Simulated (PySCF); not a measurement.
# C6H16OSi2 (SMILES CC[SiH2][SiH2]C(C)(C)C=O): what the fields show

```yaml
atoms:
  - { symbol: C, position_ang: [4.2000, 0.1317, -0.4276] }
  - { symbol: C, position_ang: [2.9559, -0.4379, 0.2394] }
  - { symbol: Si, position_ang: [1.3366, 0.1342, -0.6044] }
  - { symbol: Si, position_ang: [-0.3756, -0.9316, 0.5439] }
  - { symbol: C, position_ang: [-2.0173, 0.0402, 0.1400] }
  - { symbol: C, position_ang: [-3.2651, -0.6827, 0.6232] }
  - { symbol: C, position_ang: [-1.9132, 1.4259, 0.7781] }
  - { symbol: C, position_ang: [-1.9495, 0.1326, -1.3258] }
  - { symbol: O, position_ang: [-1.0590, 0.6832, -1.9382] }
  - { symbol: H, position_ang: [5.1073, -0.2114, 0.0680] }
  - { symbol: H, position_ang: [4.1866, 1.2186, -0.3948] }
  - { symbol: H, position_ang: [4.2463, -0.1730, -1.4706] }
  - { symbol: H, position_ang: [3.0163, -1.5280, 0.2274] }
  - { symbol: H, position_ang: [2.9549, -0.1466, 1.2913] }
  - { symbol: H, position_ang: [1.4540, -0.2522, -2.0135] }
  - { symbol: H, position_ang: [1.3165, 1.6008, -0.5058] }
  - { symbol: H, position_ang: [-0.3764, -0.9768, 2.0171] }
  - { symbol: H, position_ang: [-0.6604, -2.3221, 0.1449] }
  - { symbol: H, position_ang: [-4.1644, -0.1163, 0.3788] }
  - { symbol: H, position_ang: [-3.2315, -0.8114, 1.7025] }
  - { symbol: H, position_ang: [-3.3444, -1.6669, 0.1667] }
  - { symbol: H, position_ang: [-2.8340, 1.9858, 0.6090] }
  - { symbol: H, position_ang: [-1.7589, 1.3439, 1.8519] }
  - { symbol: H, position_ang: [-1.0902, 1.9876, 0.3445] }
  - { symbol: H, position_ang: [-2.7455, -0.4034, -1.8795] }
```

Geometry: GFN2-xTB.

These are results of PySCF 2.14.0, PBE0/pcSseg-1, SCF density, gas phase, non-relativistic, not measurements.

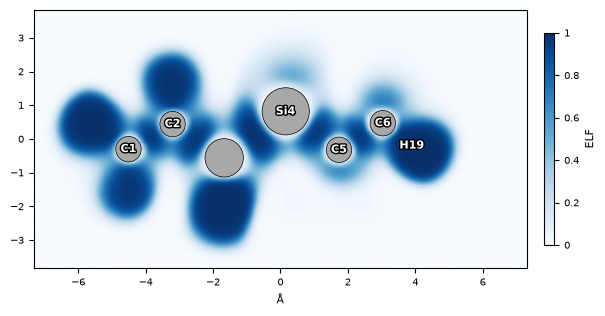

Figure 1. Electron localisation function on the plane of atoms C5, C6 and H19. Grey discs cover the atomic cores.

Describe what can be read from this map.

Answer. The section cuts through C, Si and H sites. C–H (1.09 Å): the ELF climbs to about 1 towards the hydrogen, as it does in any bond to H: an ordinary covalent bond to hydrogen. C–C (1.52 Å): the ELF peaks at about 0.95 between the atoms; localised, covalent bonding.

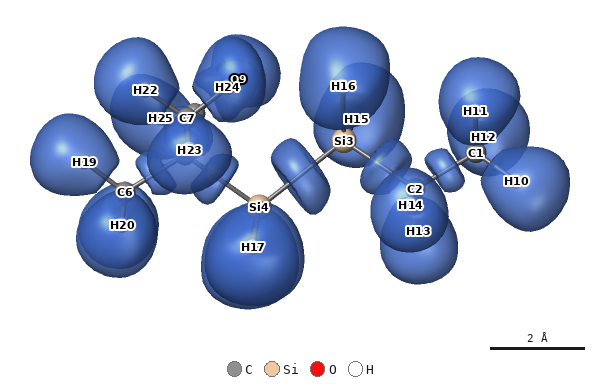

Figure 2. Isosurface of the ELF at 0.75 (blue), seen across its widest extent. Only the valence region is drawn (cores and ρ < 0.01 e/Å³ removed).

Identify the bonds, lone pairs and shells in this picture.

Answer. The surface consists of four regions between bonded C–C atoms (shared pairs), two regions between bonded C–Si atoms (shared pairs), one region between bonded Si–Si atoms (shared pairs), 16 regions around hydrogen nuclei and one region on O in which the atom's valence shell and bonds are merged.


C–O (1.21 Å): the ELF peaks at about 0.85 between the atoms (a short, multiple covalent bond). C–C (1.47 Å): the ELF peaks at about 0.95 between the atoms (a covalent bond).

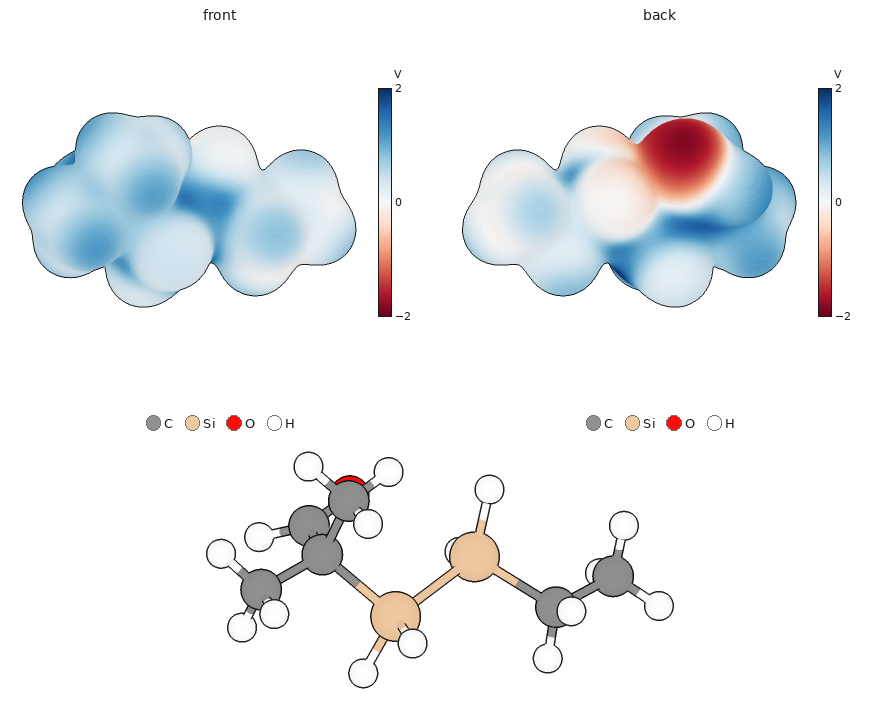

Figure 3. The molecular electrostatic potential painted on the density surface at 0.004 e/bohr³, seen from the front and from behind; red is negative and blue positive. The bare structure is drawn below in the same view.

Describe the electrostatic potential map.

Answer. The most negative region (about −1.8 V) lies over O9, the most positive (about +1.7 V) over Si4 and C8. O9 is the likeliest acceptor of a hydrogen bond.

What dipole moment does the calculation give?

Answer. Its dipole moment is 2.34 D.
